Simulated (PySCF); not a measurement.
NMR shielding calculation of C$_{7}$H$_{14}$OS$_{2}$

C$_{7}$H$_{14}$OS$_{2}$, computed with GIAO PBE0/6-31G* NMR shielding, non-relativistic, gas phase (PySCF 2.14.0).

The geometry comes from this level: GFN2-xTB. Figures and captions count atoms from 1; the log counts them from 0 in places.

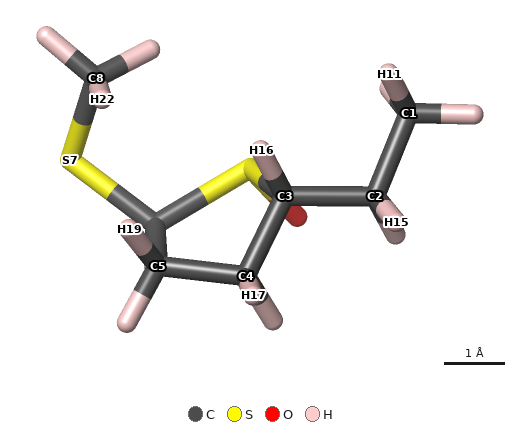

*The input geometry (stick view, seen at a tilt; atoms are numbered from 1 in the order of the input).*

**The input**
```
{"job": {"xc": "PBE0", "basis": "6-31G*", "kind": "nmr", "pop": false}, "charge": 0, "multiplicity": 1}
C      2.436570     1.752012     0.046970
C      2.220447     0.244202     0.039022
C      0.756059    -0.107415     0.208955
C      0.452213    -1.592602     0.289017
C     -1.059570    -1.726150     0.154367
C     -1.470134    -0.868703    -1.032432
S     -3.121198    -0.133655    -0.898014
C     -2.823344     1.125718     0.377921
S     -0.172737     0.461820    -1.299074
O      0.608404    -0.000380    -2.444017
H      2.097909     2.188389     0.985069
H      3.490640     1.984871    -0.079827
H      1.883145     2.210761    -0.770248
H      2.556429    -0.163473    -0.917502
H      2.805730    -0.224577     0.834487
H      0.311296     0.432629     1.048044
H      0.812200    -2.029622     1.222055
H      0.946061    -2.097157    -0.544404
H     -1.543031    -1.365155     1.065349
H     -1.364759    -2.762307     0.004296
H     -1.473033    -1.427320    -1.967853
H     -2.479941     0.659820     1.296875
H     -2.101621     1.850110     0.013252
H     -3.779469     1.607947     0.551204
```

The first line tells a small driver script what to run in PySCF; the rest is the geometry in Å.

Command:
```bash
OMP_NUM_THREADS=1 python <driver script> task.json out
```

**Log**
```
coarse grid: 20616 points
cycle   1  E = -1145.9333405511  dE =  1.515e+00  |g| = 9.093e-01  |ddm| = 4.700e+00
cycle   2  E = -1145.0963574166  dE =  8.370e-01  |g| = 2.169e+00  |ddm| = 4.259e+00
cycle   3  E = -1146.0957258742  dE = -9.994e-01  |g| = 2.600e-01  |ddm| = 3.578e+00
cycle   4  E = -1146.1105576603  dE = -1.483e-02  |g| = 1.116e-01  |ddm| = 4.526e-01
cycle   5  E = -1146.1135909557  dE = -3.033e-03  |g| = 2.668e-02  |ddm| = 1.628e-01
cycle   6  E = -1146.1137817591  dE = -1.908e-04  |g| = 6.376e-03  |ddm| = 4.428e-02
cycle   7  E = -1146.1137918252  dE = -1.007e-05  |g| = 1.374e-03  |ddm| = 7.508e-03
cycle   8  E = -1146.1137922925  dE = -4.672e-07  |g| = 5.310e-04  |ddm| = 2.836e-03
final grid: 188368 points
cycle   9  E = -1146.0055929914  dE = -3.683e-05  |g| = 1.287e-02  |ddm| = 3.682e-02
cycle  10  E = -1146.0055393547  dE =  5.364e-05  |g| = 1.973e-02  |ddm| = 3.760e-02
cycle  11  E = -1146.0056335982  dE = -9.424e-05  |g| = 3.741e-03  |ddm| = 2.685e-02
cycle  12  E = -1146.0056365677  dE = -2.969e-06  |g| = 3.744e-04  |ddm| = 4.388e-03
cycle  13  E = -1146.0056365977  dE = -3.003e-08  |g| = 1.336e-04  |ddm| = 6.407e-04
cycle  14  E = -1146.0056366015  dE = -3.854e-09  |g| = 3.842e-05  |ddm| = 1.669e-04
cycle  15  E = -1146.0056366019  dE = -3.674e-10  |g| = 1.038e-05  |ddm| = 6.453e-05
```

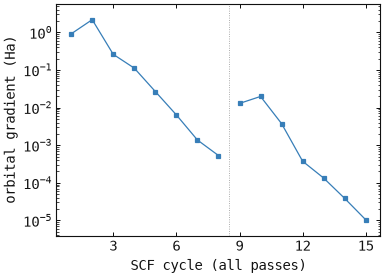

*Convergence of the self-consistent field: orbital gradient against the SCF cycle. The dotted line marks the change from a coarse to the final integration grid.*

The first 8 cycles use a coarse grid, the final grid takes over at cycle 9, and the field converges after 15 cycles in all.

```
converged SCF energy = -1146.0056366019

GIAO shielding tensors (ppm)
atom      isotropic    diamagn.    paramagn.     s11        s22        s33       span
  0 C      180.744     247.890     -67.146    170.015    176.680    195.537     25.522
  1 C      174.683     244.215     -69.532    161.995    170.362    191.692     29.697
  2 C      129.247     253.086    -123.839    105.917    136.377    145.447     39.530
  3 C      161.969     248.008     -86.039    126.928    171.771    187.208     60.280
  4 C      161.560     247.663     -86.103    129.771    171.670    183.240     53.469
  5 C      123.501     255.413    -131.912     96.310    110.092    164.102     67.792
  6 S      562.855    1053.528    -490.672    473.266    485.686    729.613    256.347
  7 C      182.591     253.096     -70.505    167.819    181.625    198.330     30.511
  8 S      190.796    1052.122    -861.327     72.847    152.711    346.830    273.983
  9 O      305.887     394.119     -88.232     63.227    318.042    536.391    473.164
 10 H       31.500      30.049       1.451     27.456     29.856     37.187      9.732
 11 H       31.276      28.762       2.513     26.399     28.286     39.143     12.744
 12 H       31.024      29.442       1.582     25.672     31.702     35.699     10.027
 13 H       30.132      30.891      -0.759     26.383     30.011     34.003      7.620
 14 H       30.767      30.594       0.173     24.760     30.926     36.617     11.857
 15 H       30.316      34.178      -3.862     27.104     31.367     32.476      5.372
 16 H       30.401      31.304      -0.903     24.828     29.452     36.924     12.096
 17 H       29.860      32.165      -2.306     26.036     29.038     34.505      8.469
 18 H       30.546      31.863      -1.318     25.825     31.103     34.709      8.884
 19 H       29.861      30.541      -0.680     25.050     27.916     36.618     11.568
 20 H       28.966      31.170      -2.205     25.203     28.886     32.808      7.604
 21 H       30.629      31.475      -0.845     26.247     29.898     35.742      9.496
 22 H       30.136      30.415      -0.279     24.481     29.964     35.964     11.482
 23 H       30.787      28.992       1.795     25.463     27.588     39.310     13.847
```

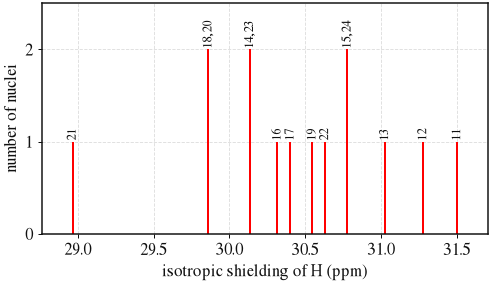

*Isotropic shieldings of the hydrogen nuclei in this fixed geometry, labelled by atom number; shielding grows to the right, so chemical shift grows to the left.*

The least shielded is H21 (29.0 ppm), the most shielded H11 (31.5 ppm).

**Results in brief**

| quantity | value |
| --- | --- |
| outcome | converged |
| total energy | −1146.005637 hartree |
| HOMO | −6.22 eV |
| LUMO | 0.79 eV |
| dipole moment | 4.12 D |
| isotropic shielding, C | 123.5 to 182.6 ppm |
| isotropic shielding, S | 190.8 to 562.9 ppm |
| isotropic shielding, O | 305.9 ppm |
| isotropic shielding, H | 29.0 to 31.5 ppm |
| hardware | 1 CPU thread, shared host |
| wall time | 38 s |
| peak memory | 0.95 GiB |
